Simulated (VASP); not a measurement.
Band structure of GdN (rock salt). Computed with PBE GGA, VASP's PBE PAW potentials (set 64) (plane waves; VASP).

The 4f electrons are frozen in the core of the lanthanide potential, so 4f levels, which can set the real gap, and their magnetism are missing.

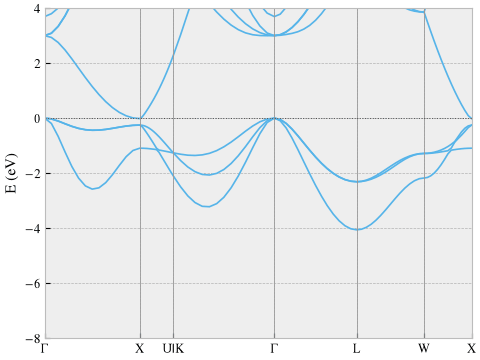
Figure. Bands along high-symmetry lines, zero at the valence-band maximum or, without a gap, the Fermi level

Question: Read the plot: is there a gap, and where are the band edges?

Answer: It has no gap at this level: it comes out as a metal or semimetal. (Edges off the drawn lines would not show.)

The compound is GdN in the rock salt structure. The cell was not relaxed at this level.
